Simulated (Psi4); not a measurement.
# S2F2 (Thio-thionyl fluoride): MP2/def2-SVPD

Aim: the vertical electron affinity of S2F2 (Thio-thionyl fluoride) at MP2/def2-SVPD, from 2 runs. The job is set up through a Python script.

Program for the calculation: Psi4 1.11.

1 further run of the same task is left out (set aside as unsound or not needed).

## (1) Starting point

S2F2 has 4 atoms, charge 0, and is taken as a singlet. As SMILES, `FS(F)=S`. The shape is that of a PBE0-D4/def2-TZVP optimisation.

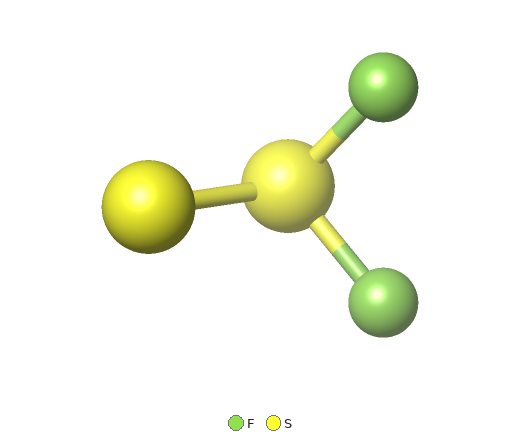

Viewed from a chosen angle; fluorine green, sulfur yellow.

## (2) The energy at MP2/def2-SVPD

Contents of f2s2.xyz:

```xyz
4
F2S2
F      0.734930     0.336790     1.199050
S     -0.480890    -0.090070     0.240730
F      0.313460    -1.382440    -0.286190
S     -0.567510     1.135710    -1.153590
```

Contents of calc.py:

```python
import psi4

psi4.set_memory(2200000000)
psi4.set_num_threads(1)
psi4.core.set_output_file('run.log', False)

with open('f2s2.xyz') as f:
    atoms = ''.join(f.readlines()[2:])
mol = psi4.geometry('0 1\n' + atoms + 'symmetry c1\nno_reorient\nno_com')

options = {'basis': 'def2-SVPD', 'puream': True, 'e_convergence': 1e-09, 'd_convergence': 1e-08, 'scf_type': 'pk', 'num_frozen_docc': 12, 'mp2_type': 'conv'}
psi4.set_options(options)

E, wfn = psi4.energy("mp2", return_wfn=True)
print('E =', round(E, 9))
```

Launch:

```
$ python calc.py
```

run.log, cut to the lines that bear on the results:

```text
[...]
  Running in c1 symmetry.
[...]
  Nuclear repulsion =  240.671041710624763
[...]
  Multiplicity = 1
[...]
  Nalpha       = 25
  Nbeta        = 25
[...]
    Number of basis functions: 100
[...]
   @RHF iter   1:  -993.34784056197338    4.57197e-02   4.83949e-03 ADIIS/DIIS
[...]
   @RHF iter  13:  -993.45877511213132   -2.84217e-12   3.60069e-09 DIIS
[...]
    Orbital Energies [Eh]
    ---------------------
    Doubly Occupied:
       1A    -92.206863     2A    -91.952758     3A    -26.365677
       4A    -26.365671     5A     -9.214038     6A     -8.989646
       7A     -6.900822     8A     -6.900722     9A     -6.896985
      10A     -6.678052    11A     -6.673646    12A     -6.672962
      13A     -1.681290    14A     -1.624158    15A     -1.147859
      16A     -0.920406    17A     -0.804508    18A     -0.783998
      19A     -0.756050    20A     -0.720890    21A     -0.685622
      22A     -0.658047    23A     -0.527073    24A     -0.426680
      25A     -0.402655
[...]
  @RHF Final Energy:  -993.45877511213132
   => Energetics <=
    Nuclear Repulsion Energy =            240.6710417106247633
    One-Electron Energy =               -1854.3454738618643205
    Two-Electron Energy =                 620.2156570391083505
    Total Energy =                       -993.4587751121313204
[...]
 Multipole Moments:
 ------------------------------------------------------------------------------------
     Multipole            Electronic (a.u.)      Nuclear  (a.u.)        Total (a.u.)
 ------------------------------------------------------------------------------------
 L = 1.  Multiply by 2.5417464519 to convert [e a0] to [Debye]
 Dipole X            :         13.4094654          -13.8684922           -0.4590267
 Dipole Y            :        -13.9034997           13.8316425           -0.0718572
 Dipole Z            :         12.2888746          -12.0753877            0.2134869
 Magnitude           :                                                    0.5113176
[...]
	SCS-MP2 Total Energy (a.u.)        :  -994.11662735087589
	SOS-MP2 Total Energy (a.u.)        :  -994.05302361991880
	SCSN-MP2 Total Energy (a.u.)       :  -993.79460281158515
[...]
	SOS-PI-MP2 Total Energy (a.u.)     :  -994.15206503788329
[...]
	MP2 Total Energy (a.u.)            :  -994.14479339482568
[...]
```

On the terminal:

```text
E = -994.144793395
```

Wall time 15 s (1 thread of Intel Xeon Platinum 8175M at 2.50GHz (Skylake/Cascade Lake), shared host); peak memory 0.6 GiB.

## (3) The doublet anion at the same level

f2s2.xyz is that of step 2.

Contents of calc.py:

```python
import psi4

psi4.set_memory(2200000000)
psi4.set_num_threads(1)
psi4.set_output_file('output.dat', False)

with open('f2s2.xyz') as f:
    atoms = ''.join(f.readlines()[2:])
m = psi4.geometry('-1 2\n' + atoms + 'symmetry c1')

options = {'reference': 'uhf', 'puream': True, 'e_convergence': 1e-09, 'd_convergence': 1e-08, 'scf_type': 'pk', 'num_frozen_docc': 12, 'mp2_type': 'conv', 'maxiter': 100}
psi4.set_options(options)

e_tot = psi4.energy('mp2/def2-SVPD', molecule=m)
print('E =', round(e_tot, 9))
```

Launch:

```
$ python calc.py
```

output.dat, cut to the lines that bear on the results:

```text
[...]
  Running in c1 symmetry.
[...]
  Nuclear repulsion =  240.671041710624763
[...]
  Multiplicity = 2
[...]
  Nalpha       = 26
  Nbeta        = 25
[...]
    Number of basis functions: 100
[...]
   @UHF iter   1:  -993.35821094647383    3.53493e-02   4.35860e-03 ADIIS/DIIS
[...]
   @UHF iter  17:  -993.45176604390213   -4.09273e-12   5.15966e-09 DIIS
[...]
   @S^2 Observed:                7.685716045E-01
[...]
  @UHF Final Energy:  -993.45176604390213
   => Energetics <=
    Nuclear Repulsion Energy =            240.6710417106247633
    One-Electron Energy =               -1867.1797761837797225
    Two-Electron Energy =                 633.0569684292529473
    Total Energy =                       -993.4517660439021256
  UHF NO Occupations:
  HONO-2 :   24  A 1.9970408
  HONO-1 :   25  A 1.9952818
[...]
 Multipole Moments:
 ------------------------------------------------------------------------------------
     Multipole            Electronic (a.u.)      Nuclear  (a.u.)        Total (a.u.)
 ------------------------------------------------------------------------------------
 L = 1.  Multiply by 2.5417464519 to convert [e a0] to [Debye]
 Dipole X            :          1.3860625           -1.2613671            0.1246954
 Dipole Y            :         -1.7620041            1.2580585           -0.5039456
 Dipole Z            :          1.6463117           -1.0982994            0.5480123
 Magnitude           :                                                    0.7548692
[...]
	SCS-MP2 Total Energy (a.u.)        :  -994.10875186336068
	SOS-MP2 Total Energy (a.u.)        :  -994.04404343759973
	SCSN-MP2 Total Energy (a.u.)       :  -993.79342653191975
[...]
	SOS-PI-MP2 Total Energy (a.u.)     :  -994.14275633654938
[...]
	MP2 Total Energy (a.u.)            :  -994.13945581593293
[...]
```

On the terminal:

```text
E = -994.139455816
```

Wall time 18 s (1 thread of Intel Xeon Platinum 8175M at 2.50GHz (Skylake/Cascade Lake), shared host); peak memory 0.6 GiB.

## (4) Summary of results

At MP2/def2-SVPD, 12 core orbitals frozen:

| quantity | value |
| --- | --- |
| singlet S2F2: total energy | -994.14479 Eh |
| singlet S2F2: HOMO energy (Hartree–Fock orbitals) | -10.96 eV |
| singlet S2F2: LUMO energy (Hartree–Fock orbitals) | 1.14 eV |
| singlet S2F2: HOMO–LUMO gap (Hartree–Fock orbitals) | 12.09 eV |
| singlet S2F2: correlation energy (12 core orbitals frozen) | -686.0 mEh |
| doublet anion: total energy | -994.13946 Eh |
| doublet anion: HOMO energy (Hartree–Fock orbitals) (highest over α and β) | -0.84 eV |
| doublet anion: LUMO energy (Hartree–Fock orbitals) (lowest over α and β) | 5.46 eV |
| doublet anion: correlation energy (12 core orbitals frozen) | -687.7 mEh |
| doublet anion: ⟨S²⟩ of the reference determinant | 0.769 |
| vertical electron affinity (to the doublet anion) | -0.145 eV |

The anion lies 0.15 eV (14.0 kJ/mol) above the neutral: the electron isn't bound at this level, and such a value depends on the basis.
